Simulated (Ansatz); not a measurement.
# CHBSi (triplet): trial inputs and their diagnosis at a displaced geometry (v2)

3 inputs are run for CHBSi (triplet) as typed; the log has to tell whether the result can be used and what must change.

The runs use Ansatz 0.2.0, Gaussian basis; the settings change from run to run.

18 further runs of the same task are left out: 5 that didn't finish, 13 set aside as unsound or not needed.

### 1 The geometry

The geometry is a PBE0/def2-TZVP stationary point (not a proven minimum) with its atoms shifted at random (size 0.100 Å).

4 atoms, charge 0, spin multiplicity 3.

Atoms are counted from 1 here; the program's logs count them from 0.

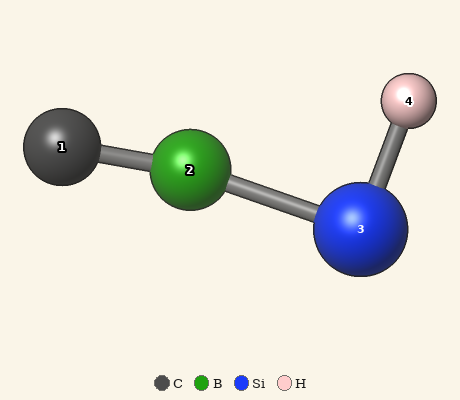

The structure; carbon dark grey, boron green, silicon blue, hydrogen pink; atoms are numbered from 1 in the order of the file.

### 2 Try 1

in.yaml reads:

```yaml
crystal:
  periodic: [false, false, false]
  atoms:
    - {symbol: C, position_ang: [0.155292, 0.050585, 4.041054]}
    - {symbol: B, position_ang: [-0.156271, 0.192753, 1.428020]}
    - {symbol: Si, position_ang: [-0.011482, -0.187504, -2.186687]}
    - {symbol: H, position_ang: [0.145569, 2.554438, -2.539849]}
basis:
  gaussian: {orbitals: cc-pVDZ}
magnetization: {spin_polarized: false, initial_magnetization: 2}
hamiltonian: {xc: {name: PBE}}
correlation: {method: ccsd_t, electrons: valence}
scf: {lower_state_search: off}
```

The run is started by

```bash
$ ansatz run in.yaml --threads 1 --pin off --events-out ev --progress --plain --max-ram 2393MiB
```

The log of the run, cut to the lines that bear on the results:

```text
Functional definition: PBE
  name "PBE"
  cite "Perdew, Burke & Ernzerhof, Phys. Rev. Lett. 77, 3865 (1996) doi:10.1103/PhysRevLett.77.3865"
  parent pbe
[...]
495 factors; integrals over basis functions are off by at most 9.8e-4 eV
[...]
mean field -9583.77356328 eV, -352.1971823356 hartree, gradient 1.6e-6 eV, S^2 2.000000; 0 other end points of the search recorded, 0 dependent functions left out
7 core orbitals not correlated: weight in the atoms' cores, before any rotation towards them, 1.000 or more for the frozen orbitals, at most 0.000 for the correlated occupied ones
reference -9560.91494522 eV, -351.3571436161 hartree; 7, 5 occupied and 37, 39 virtual orbitals, 495 factors
second order -9.91928637 eV of doubles, -1.44716926 eV of singles
cycle   1  -9.15670420 eV  change   -6.5e-1 eV  update   1.9e-1
[...]
cycle  45  -11.77298938 eV  change    2.0e-6 eV  update   7.4e-6
perturbative correction -0.88860475 eV, -0.0326556222 hartree
WARN: these amplitudes may be one of several solutions (largest doubles amplitude 0.33, level shift 3.94 eV)
Total energy: -9573.57653935 eV, -351.8224486179 hartree
Checks for a lower state left out: stability, starts, cluster_reference, orbital_swaps, neighbouring_geometries, increment
```

It took 4.2 s on 1 thread of Arm Neoverse V2, shared host.

What is wrong: The run converged, which proves nothing about the input. The coordinates are scaled by the bohr-ångström factor. The shortest distance is 2.64 Å, against 1.39 Å in the geometry of step 1. Its energy belongs to another geometry. To mend it, restore the coordinates in ångström.

### 3 Try 2

in.yaml reads:

```yaml
crystal:
  periodic: [false, false, false]
  atoms:
    - {symbol: C, position_ang: [-0.032696, 0.102002, 1.055686]}
    - {symbol: B, position_ang: [-0.082696, 0.102002, 0.755686]}
    - {symbol: Si, position_ang: [-0.006076, -0.099224, -1.157161]}
    - {symbol: H, position_ang: [0.077033, 1.351769, -1.344049]}
basis:
  gaussian: {orbitals: 6-31G}
magnetization: {spin_polarized: false, initial_magnetization: 2}
correlation: {method: fic_nevpt4_sd, electrons: valence, active_space: {window: {electrons: 4, orbitals: 8}}}
```

Launched as before.

The log of the run:

```text
Functional definition: HF
  name "HF"
  cite "Fock, Z. Phys. 61, 126 (1930) doi:10.1007/BF01340294"
  parent pbe
  exchange = exact_x
  correlation = 0
426 factors; integrals over basis functions are off by at most 1.9e-4 eV
mean field evaluation 1: about -9195.6779 eV, gradient 4.0e1 eV
mean field evaluation 2: about -9195.7382 eV, gradient 4.0e1 eV
mean field evaluation 4: about -9201.8102 eV, gradient 3.0e0 eV
mean field evaluation 8: about -9201.9298 eV, gradient 8.7e-2 eV
mean field evaluation 16: about -9201.9180 eV, gradient 5.5e-1 eV
mean field -9201.92994918 eV, -338.1646883404 hartree, gradient 1.7e-6 eV, S^2 2.000000; 1 other end points of the search recorded, 0 dependent functions left out
reference -9201.92994918 eV, -338.1646883404 hartree; 14, 12 occupied and 19, 21 virtual orbitals, 426 factors
state -9202.50565903 eV, -338.1858452869 hartree
state -9202.50565903 eV, -338.1858452869 hartree; corrected -9204.99332727 eV, -338.2772654086 hartree
Total energy: -9204.99332727 eV, -338.2772654086 hartree
```

It took 3.7 s on 1 thread of Arm Neoverse V2, shared host; peak memory 0.27 GiB.

Diagnosis: The run converged, which proves nothing about the input. One atom lies on top of another. The shortest distance is 0.30 Å, against 1.39 Å in the geometry of step 1. Its energy belongs to another geometry. Cure: restore its position.

### 4 Try 3

in.yaml reads:

```yaml
crystal:
  periodic: [false, false, false]
  atoms:
    - {symbol: C, position_ang: [-0.082696, 0.402002, 0.805686]}
    - {symbol: B, position_ang: [-0.082696, 0.102002, 0.755686]}
    - {symbol: Si, position_ang: [-0.006076, -0.099224, -1.157161]}
    - {symbol: H, position_ang: [0.077033, 1.351769, -1.344049]}
basis:
  gaussian: {orbitals: STO-3G}
magnetization: {spin_polarized: true, initial_magnetization: 2}
correlation: {method: ccsdt_q, electrons: outside_noble_gas}
output: {forces: true}
```

Launched as before.

The log of the run, cut to the lines that bear on the results:

```text
Functional definition: HF
  name "HF"
  cite "Fock, Z. Phys. 61, 126 (1930) doi:10.1007/BF01340294"
  parent pbe
[...]
349 factors; integrals over basis functions are off by at most 4.7e-8 eV
[...]
mean field -9067.39577913 eV, -333.2206487814 hartree, gradient 3.2e-6 eV, S^2 2.012447; 0 other end points of the search recorded, 0 dependent functions left out
7 core orbitals not correlated: weight in the atoms' cores, before any rotation towards them, 0.996 or more for the frozen orbitals, at most 0.004 for the correlated occupied ones
reference -9067.39577913 eV, -333.2206487814 hartree; 7, 5 occupied and 6, 8 virtual orbitals, 349 factors
second order -1.63386283 eV of doubles, -0.00000000 eV of singles
cycle   1  -1.95830889 eV  change   -3.2e-1 eV  update   5.1e-2
[...]
cycle  14  -2.17911197 eV  change    1.8e-7 eV  update   4.5e-7
perturbative correction -0.00102150 eV, -0.0000375393 hartree
[...]
Total energy: -9069.57591259 eV, -333.3007672084 hartree
Atom 0 at    -0.082696     0.402002     0.805686 Å, force    -0.215191  2835.664704   480.783988 eV/Å
Atom 1 at    -0.082696     0.102002     0.755686 Å, force     0.147604 -2834.207603  -479.026294 eV/Å
Atom 2 at    -0.006076    -0.099224    -1.157161 Å, force     0.089652    -1.474777    -1.742706 eV/Å
Atom 3 at     0.077033     1.351769    -1.344049 Å, force    -0.022065     0.017676    -0.014988 eV/Å
Dipole moment:     0.016102    -0.250982    -0.588153 e Å
```

Wall time 6 s (1 thread of Arm Neoverse V2, shared host).

Diagnosis: The run converged, which proves nothing about the input. One atom lies on top of another. The shortest distance is 0.30 Å, against 1.39 Å in the geometry of step 1. Its energy belongs to another geometry. Cure: restore its position.

### 5 How the runs ended

```csv
try,level,ended,cause,time
1,CCSD(T)/cc-pVDZ,converged,the coordinates are scaled by the bohr-ångström factor,4.2 s
2,"NEVPT4(SD)(4,8)/6-31G",converged,one atom lies on top of another,3.7 s
3,CCSDT(Q) on UHF/STO-3G,converged,one atom lies on top of another,6 s
```

3 converged. The input that converges on a wrong geometry or spin is the dangerous one: no error points at it, so geometry and ⟨S²⟩ have to be checked.
